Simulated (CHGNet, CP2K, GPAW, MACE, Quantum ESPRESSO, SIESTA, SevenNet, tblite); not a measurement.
# Running generalised stacking fault on (111) (shuffle set) of a GaAs-GaSb solid solution (48 atoms) with tblite

Wanted: tblite inputs and outputs for generalised stacking fault on (111) (shuffle set) of a GaAs-GaSb solid solution (48 atoms), checked against a plane-wave reference.

Method: the method is named at each step, in tblite 0.8.0.

### 1. Starting point

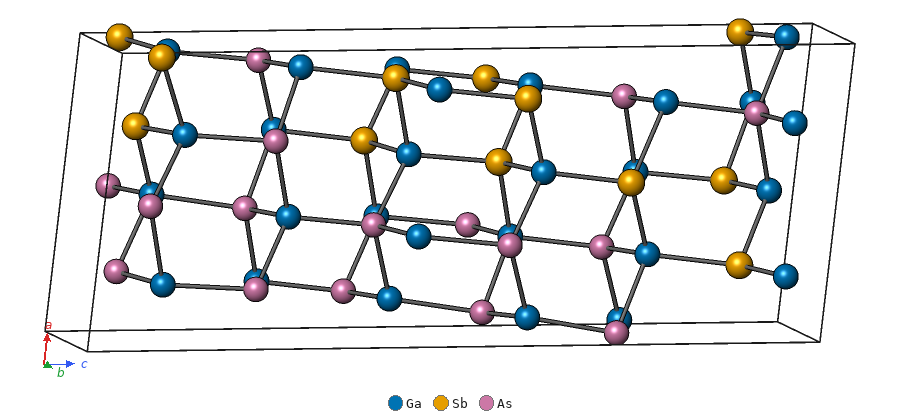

Start, viewed from the side, with the c axis across the page; gallium blue, antimony orange, arsenic pink. Some periodic images of atoms are drawn too.

The cell holds 48 atoms: 24 Ga, 10 Sb and 14 As. Its edges and angles: a = 8.267 Å, b = 7.159 Å, c = 20.392 Å, α = 90.0°, β = 83.2°, γ = 90.0°. Zinc-blende GaAs lattice (a = 5.8453 Å, the value set for the mixture), cell with z along [111], 2 x 1 x 2 periods; the third cell vector is tilted by 0.583 of 1/2[1-10] and lengthened by 0 Å, so the cell holds one fault (shuffle set); displaced by a Gaussian of 0.01 Å; 10 of 24 As sites given to Sb at random (lattice constant by Vegard's rule between GaAs and GaSb). Then every atom was moved at random, 0.05 Å r.m.s. a Cartesian component. The structure's axis is c.

The yardstick, on the same geometry:

```
method                 : Kohn-Sham DFT, PBE, GBRV 1.5 ultrasoft pseudopotentials, plane waves (Quantum ESPRESSO 7.5); gbrv-pbe-1.5, cutoffs 40/200 Ry, Γ point
r.m.s. force component : 0.897 eV/Å
longest force          : 3.717 eV/Å
pressure               : 5.533 GPa
time                   : 2.6 min on 4 MPI ranks of Arm Neoverse V1, shared host
CPU time               : 10 min
```

### 2. GFN1-xTB

Method: GFN1-xTB tight binding, diagonalisation.

The input, run.py:

```python
import numpy as np
from ase.io import read
from tblite.ase import TBLite

atoms = read("structure.xyz")
atoms.calc = TBLite(method="GFN1-xTB", electronic_temperature=580, accuracy=1.0, max_iterations=250, mixer_damping=0.1, verbosity=1)
energy = atoms.get_potential_energy()
forces = atoms.get_forces()
print(f"energy {energy:.6f} eV")
print("forces (eV/A)")
for i, (a, f) in enumerate(zip(atoms, forces)):
    print(f"{i:4d} {a.symbol:2s} {f[0]:10.5f} {f[1]:10.5f} {f[2]:10.5f}")
stress = -atoms.get_stress(voigt=False) * 160.21766
print("stress (GPa, compression positive)")
for row in stress:
    print(" ".join(f"{x:10.4f}" for x in row))
print("charges (e)")
print(np.array2string(atoms.get_charges(), precision=4, suppress_small=True, max_line_width=110, threshold=100000))
```

The input, structure.xyz:

```xyz
48
Lattice="8.26650 0.00000 0.00000 0.00000 7.15900 0.00000 2.41109 0.00000 20.24871" Properties=species:S:1:pos:R:3 pbc="T T T"
Ga 6.19216 3.53862 18.97385
Sb 6.09154 3.52430 1.23193
Ga 6.14043 5.86981 2.22149
As 6.24600 6.00747 4.72909
Ga 10.44218 3.56103 18.96109
As 2.06417 3.57535 1.16167
Ga 1.97687 5.86981 2.09675
As 2.12913 5.98027 4.66814
Ga 4.10549 7.10481 19.10061
As 4.16861 0.03823 1.26818
Ga 4.20056 2.41344 2.08703
As 4.09697 2.40113 4.71876
Ga 4.13614 4.75665 5.53924
As 4.16172 4.72788 7.93466
Ga 6.25755 1.19734 5.46897
Sb 6.22934 1.19562 8.00755
Ga 6.13071 3.60721 8.86833
Sb 6.17928 3.52932 11.40063
Ga 6.18532 6.05265 12.24136
Sb 6.15558 6.04263 14.70117
Ga 8.33242 0.03844 18.83414
Sb 8.26501 7.13208 1.11145
Ga 8.16289 2.40249 2.06577
As 8.18371 2.28823 4.63088
Ga 8.26398 4.71191 5.40499
Sb 8.24658 4.74713 8.06911
Ga 2.06655 1.22856 5.48031
As 2.04851 1.19892 7.91907
Ga 2.12295 3.58695 8.80657
As 2.01879 3.58344 11.42108
Ga 2.15735 5.95185 12.27578
As 1.98958 5.86666 14.81213
Ga 4.12551 0.02463 8.79341
As 4.15386 0.01439 11.35163
Ga 4.10625 2.35402 12.16462
As 4.08766 2.41917 14.71737
Ga 4.16139 4.69580 15.61358
Sb 4.14303 4.88523 18.16208
Ga 6.16607 1.12919 15.63140
Sb 6.19564 1.25290 18.08736
Ga 8.20522 7.15220 8.89850
Sb 8.21766 0.03200 11.37795
Ga 8.30261 2.38767 12.22253
As 8.27116 2.37715 14.85891
Ga 8.38370 4.74069 15.62289
As 8.34922 4.79023 18.16026
Ga 2.07042 1.19548 15.65489
Sb 10.29641 1.15124 18.07359
```

Run with:

```sh
$ OMP_NUM_THREADS=1 python run.py > output.txt
```

The log of the run:

```text
------------------------------------------------------------
  cycle        total energy    energy error   density error
------------------------------------------------------------
      1     -88.95892662343  -8.9061414E+01   4.2875636E-01
      2     -89.99164025728  -1.0327136E+00   3.2436870E-01
      3     -83.95090552837   6.0407347E+00   3.2316094E-01
      4     -89.18772602057  -5.2368205E+00   2.6607962E-01
      5     -90.92874043760  -1.7410144E+00   1.5884858E-01
      6     -90.29815329953   6.3058714E-01   7.5384914E-02
      7     -90.85014495236  -5.5199165E-01   4.2769701E-02
      8     -91.08672023389  -2.3657528E-01   2.5665435E-02
      9     -91.09407452953  -7.3542956E-03   1.7588964E-02
     10     -91.11222389965  -1.8149370E-02   9.7526899E-03
     11     -91.11137008285   8.5381680E-04   8.3299571E-03
     12     -91.11186212201  -4.9203916E-04   5.6596220E-03
     13     -91.11380343053  -1.9413085E-03   2.2040364E-03
     14     -91.11370896380   9.4466732E-05   1.7922473E-03
     15     -91.11377878825  -6.9824447E-05   1.0067971E-03
     16     -91.11383647655  -5.7688304E-05   4.5386283E-04
     17     -91.11383854212  -2.0655730E-06   3.3707079E-04
     18     -91.11384523341  -6.6912868E-06   1.4757559E-04
     19     -91.11384594127  -7.0785944E-07   1.0855372E-04
     20     -91.11384632939  -3.8812340E-07   5.0028792E-05
     21     -91.11384633748  -8.0917459E-09   3.0863375E-05
     22     -91.11384633773  -2.4360247E-10   2.2325350E-05
     23     -91.11384636423  -2.6498014E-08   7.5717050E-06
------------------------------------------------------------
 total:                                   4.015 sec
energy -2479.334046 eV
forces (eV/A)
   0 Ga    0.72261    1.73678    1.79774
   1 Sb    2.87238    2.43834   -3.27969
   2 Ga   -0.58994    0.76762    0.83694
   3 As   -0.24766    0.06613   -0.63446
   4 Ga   -1.54731   -0.21953    1.55232
   5 As   -0.15196   -0.01512   -0.75169
   6 Ga    1.45349   -0.80381    1.06083
   7 As   -0.30110    0.28807   -0.58493
   8 Ga    0.10728    2.36227    2.29722
   9 As    0.51254   -0.09675   -0.41362
  10 Ga   -4.10897   -2.75359    2.48804
  11 As    0.35686    0.33047   -0.83052
  12 Ga    0.12382   -0.35141   -0.19513
  13 As   -0.33849    0.80261    0.13721
  14 Ga   -1.01198   -0.46330   -0.40416
  15 Sb   -0.63659    1.08639   -0.65157
  16 Ga   -0.80677   -0.12136    0.13101
  17 Sb    0.32630    1.64662   -0.22735
  18 Ga   -1.47539   -0.98610   -1.01753
  19 Sb    0.66602   -1.95649    0.40795
  20 Ga   -2.78779   -2.82449    2.18214
  21 Sb   -0.15039    0.41890   -2.01169
  22 Ga    1.65534   -0.48074    1.18213
  23 As    1.00826    1.03744   -0.96715
[...]
40 Ga    1.93956   -0.07960   -0.53784
  41 Sb    1.61688   -0.18479    0.16628
  42 Ga    0.82494    0.50024    1.88164
  43 As   -0.40959    0.21562   -0.95743
  44 Ga   -0.99588   -0.79606    1.06669
  45 As   -0.32230    0.24486   -0.47318
  46 Ga    0.05074   -0.41878   -2.72474
  47 Sb    2.48579    1.67802    1.02498
stress (GPa, compression positive)
   14.6485     0.9692     0.0002
    0.9692     7.6262    -0.4280
    0.0002    -0.4280     5.4906
charges (e)
[-0.019   0.0993 -0.0298 -0.0125 -0.0329 -0.0241 -0.031  -0.0154 -0.0844 -0.0332 -0.0472 -0.0153  0.0238
 -0.0122  0.0001  0.1031 -0.0788  0.1006 -0.0781  0.1075 -0.0396  0.1044 -0.0527 -0.0086 -0.0015  0.0943
  0.0208 -0.0199 -0.0208 -0.0156 -0.0051 -0.0115 -0.0147 -0.012  -0.0048 -0.0098 -0.0447  0.11   -0.0836
  0.1107 -0.085   0.1039 -0.0438 -0.0119 -0.0372 -0.0195 -0.0321  0.1097]
```

The job ended after 4.6 s (1 thread of Arm Neoverse V1, shared host; peak memory 0.11 GiB).

Banners, paths, timers and routine set-up lines are dropped from the logs unmarked, and long logs keep their key lines alone; longer cuts are marked.

Numbers from this run, and their distance from the reference:

```yaml
r_m_s_force_component: 1.202 eV/Å
r_m_s_difference_of_force_components: 422.2 meV/Å
longest_difference_of_force_vectors: 2304 meV/Å
force_difference_over_r_m_s_force: 47.07 %
slope_of_forces_against_the_reference_s: 1.288
correlation_of_force_components: 0.9606
pressure: 9.255 GPa
pressure_difference: 3.722 GPa
```

Length of the force difference by element (eV/Å):

```
element  atoms  mean  most
     As     14  0.39  0.64
     Ga     24  0.61   1.8
     Sb     10  0.88   2.3
```

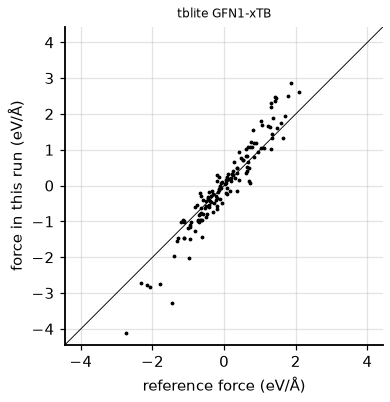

Force components against those of the reference; the line marks equality.

The surroundings of Ga11, which bears the longest force, nearest first, numbered as they follow in the input and with coordinates relative to it.

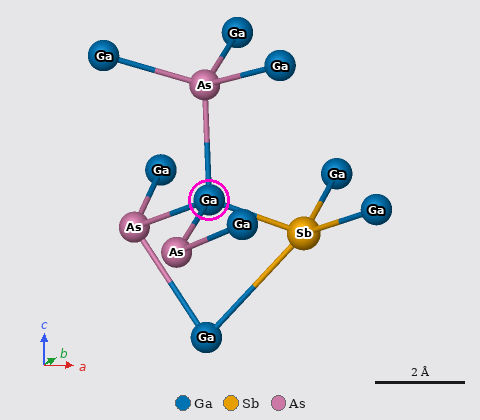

The atoms of the table, within 4.2 Å (arrows a, b, c point along x, y, z); some may hide others; the central atom is ringed.

```
atom      x      y      z  distance (Å)  Mulliken charge (e)     Fx     Fy  Fz (eV/Å)
Ga11   0.00   0.00   0.00          0.00                -0.05  -4.11  -2.75       2.49
 Sb2   1.89   1.11  -0.86          2.35                 0.10   2.87   2.44      -3.28
As10  -0.03  -2.38  -0.82          2.51                -0.03   0.51  -0.10      -0.41
 As6  -2.14   1.16  -0.93          2.60                -0.02  -0.15  -0.02      -0.75
As12  -0.10  -0.01   2.63          2.63                -0.02   0.36   0.33      -0.83
 Ga1  -0.42   1.13  -3.36          3.57                -0.02   0.72   1.74       1.80
Ga23   3.96  -0.01  -0.02          3.96                -0.05   1.66  -0.48       1.18
 Ga3   1.94   3.46   0.13          3.97                -0.03  -0.59   0.77       0.84
 Ga7  -2.22   3.46   0.01          4.11                -0.03   1.45  -0.80       1.06
Ga15   2.06  -1.22   3.38          4.14                 0.00  -1.01  -0.46      -0.40
Ga13  -0.06   2.34   3.45          4.17                 0.02   0.12  -0.35      -0.20
Ga27  -2.13  -1.18   3.39          4.18                 0.02  -0.14  -0.58       0.30
 Ga3   1.94  -3.70   0.13          4.18                -0.03  -0.59   0.77       0.84
```

Atoms are counted from 1 here, from 0 in the log.

Forces lie 47 % from the reference's, at 0.0074 times its CPU time (on 1 against 4 cores).

### 3. What came out

```json
{
 "force difference from the reference": "tblite GFN1-xTB, 47 %",
 "its CPU time": "4.6 s"
}
```

What this shows: Tight binding differs by 47 % (tblite GFN1-xTB); it is another model, with fitted parameters of its own, and the xTB methods hold dispersion. One electronic-structure run takes under half the reference's CPU time: tblite GFN1-xTB, at 47 % in 4.6 s against 10 min; its pressure misses by +3.7 GPa. Periodic xTB results under one method name differ between programs and library versions. The reference's pressure holds the uncorrected Pulay stress of its 40 Ry basis, so small pressure differences, and their order, may be the reference's own error. The reference's stress is far from hydrostatic: its diagonal is 11.6, 1.5, 3.5 GPa, compression counted positive. The host structure and its lattice constant were typed by rule, without a check against the phase diagram. The reference's pressure of 5.5 GPa belongs to a cell and atoms that aren't relaxed at this level. The electronic-structure runs sample only Γ, in a cell whose shortest periodic width is 7 Å, which is coarse for a cell with partly filled levels. Spin–orbit coupling is left out, which matters for the levels of the heavy elements.

[Also dropped from logs without a mark: logging warnings of Python, and SIESTA's first energy breakdown and zero terms.]

[Logs are printed without paths, hosts, clocks, repeated set-up lines and the standing remarks that a program may print on its own settings, such as how far it seeks lower states.]

[Hosts, paths, dates, database ids (printed as entryN), source tags and the programs' standing remarks are cut or masked in the printed files.]
